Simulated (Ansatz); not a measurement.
| atom | x (Å) | y (Å) | z (Å) |
| --- | --- | --- | --- |
| B | -0.9779 | -1.2905 | 0.7383 |
| Si | 1.2922 | 1.1344 | -0.9092 |
| F | -1.5701 | -1.5364 | -0.4237 |
| F | 0.2881 | -1.6340 | 0.8776 |
| H | -0.0302 | 1.1458 | -0.2279 |
| O | -1.6259 | -0.7240 | 1.7717 |
| H | 1.4374 | 2.3949 | -1.6805 |
| H | 2.3670 | 1.0422 | 0.1084 |
| H | 1.3598 | -0.0260 | -1.8304 |
| H | -2.5403 | -0.5065 | 1.5757 |

The product side of a reaction path; geometry: PBE0-D4/def2-TZVP.

Theory: Ansatz 0.2.0, RKS PBE0-D4/def2-TZVPP.

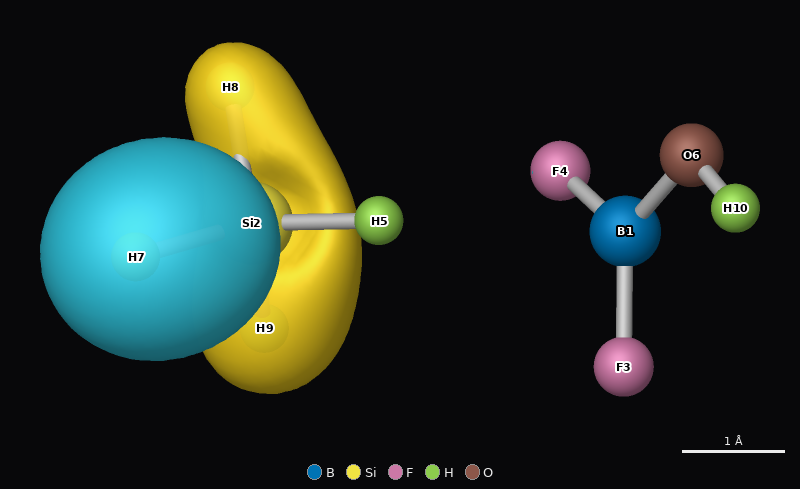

BF2HO···SiH4. The HOMO at ±0.15 Å⁻³ᐟ² (yellow and cyan are the two phases), seen from one side.

### What is the character of this orbital?

It lies mainly on Si2 (about 45 %), H7 (about 35 %) and H9 (about 10 %). Its energy is −9.84 eV.
